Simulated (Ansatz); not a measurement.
# CH2BFOS: the cost of one run

The runs use Ansatz 0.2.0, Gaussian basis; the settings change from run to run.

### Step 1. The relaxed structure

An earlier PBE0-D4 in a triple-zeta def2 set relaxation fixed the geometry.

7 atoms, charge 0, spin multiplicity 1.

Atoms are counted from 1 here; the program's logs count them from 0.

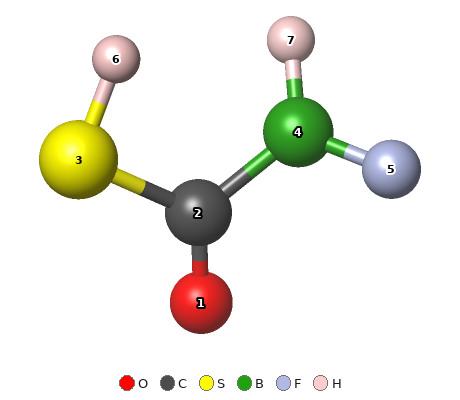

The structure; oxygen red, carbon dark grey, sulfur yellow, boron green, fluorine light blue, hydrogen pink; atoms are numbered from 1 in the order of the file.

### Step 2. LC-wPBE/aug-cc-pVDZ

Set apart from the defaults: unrestricted orbitals, coordinates scaled by 1.25, a grid of angular degree 11.

File in.yaml:

```yaml
crystal:
  periodic: [false, false, false]
  atoms:
    - {symbol: O, position_ang: [0.640997, -2.350648, 0.464325]}
    - {symbol: C, position_ang: [0.248932, -0.901350, 0.455463]}
    - {symbol: S, position_ang: [-0.019552, 0.235984, 2.368348]}
    - {symbol: B, position_ang: [-0.039259, 0.172427, -1.203786]}
    - {symbol: F, position_ang: [1.069028, 0.042395, -2.399786]}
    - {symbol: H, position_ang: [-0.612022, 1.631255, 1.643328]}
    - {symbol: H, position_ang: [-1.211499, 1.084813, -1.384891]}
basis:
  gaussian: {orbitals: aug-cc-pVDZ, final_grid: {core_spheres: 5, valence_spheres: 4, degree: 11}}
magnetization: {spin_polarized: true, initial_magnetization: 0}
hamiltonian: {xc: {name: LC-wPBE}}
output: {forces: true}
```

Run with:

```bash
> ansatz run in.yaml --threads 2 --pin off --events-out ev --progress --plain --max-ram 4352MiB
```

**Question.** How long does this run take on 2 threads of Arm Neoverse V1, shared host, and how much memory does it need?

About 7 s, with a peak of 0.46 GiB.
